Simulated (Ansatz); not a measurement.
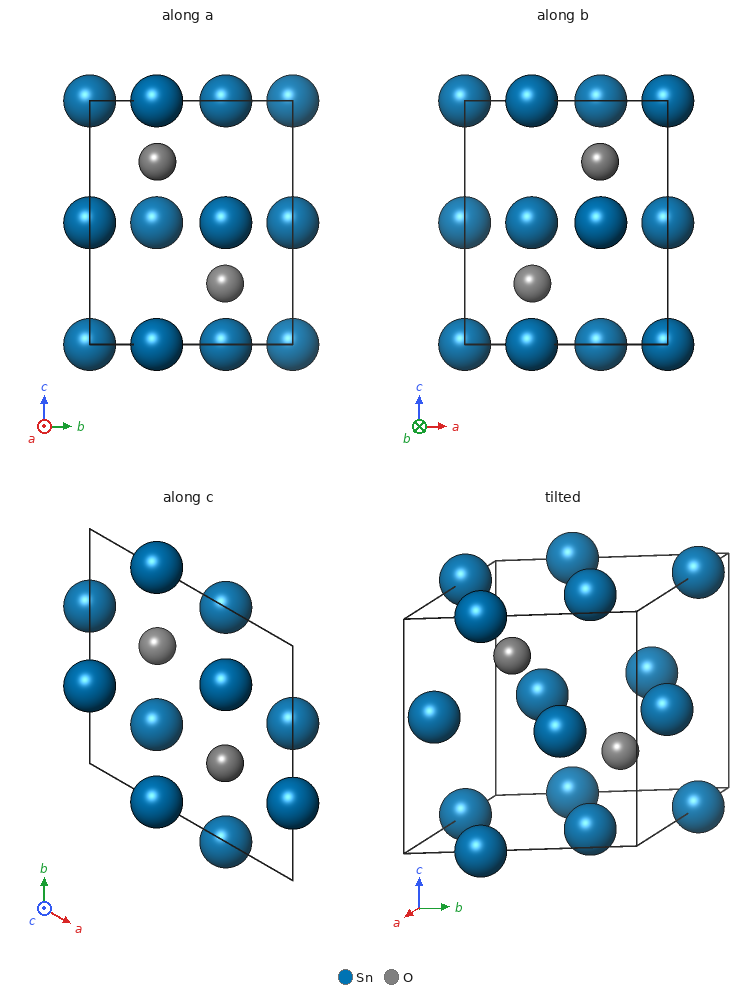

This spheres-only model is shown along the a axis, along the b axis, along the c axis and slightly off an axis. The wireframe shows the conventional unit cell.

Lattice parameters: a = 5.775 Å, b = 5.775 Å, c = 5.998 Å, α = 90.00°, β = 90.00°, γ = 120.00°. Put a along x and b in the xy plane.

Q: Reconstruct the structure as a POSCAR file, with free fractional coordinates to two decimals.

A:
```
Sn O
1.0
     5.775    0.000    0.000
    -2.887    5.001    0.000
     0.000    0.000    5.998
Sn O
6 2
Direct
  0.33 0.00 0.00
  0.33 0.33 0.50
  0.00 0.33 0.00
  0.67 0.00 0.50
  0.67 0.67 0.00
  0.00 0.67 0.50
  0.3333 0.6667 0.25
  0.6667 0.3333 0.75
```

The structure was taken from a structure type filled with these elements by a generator (whether the compound takes this form wasn't checked). Earlier steps of the study, as a rule a relaxation of our own, may have changed the cell and positions, so they can lie some per cent off the listed ones. An electronic-structure calculation with Ansatz was run on it.
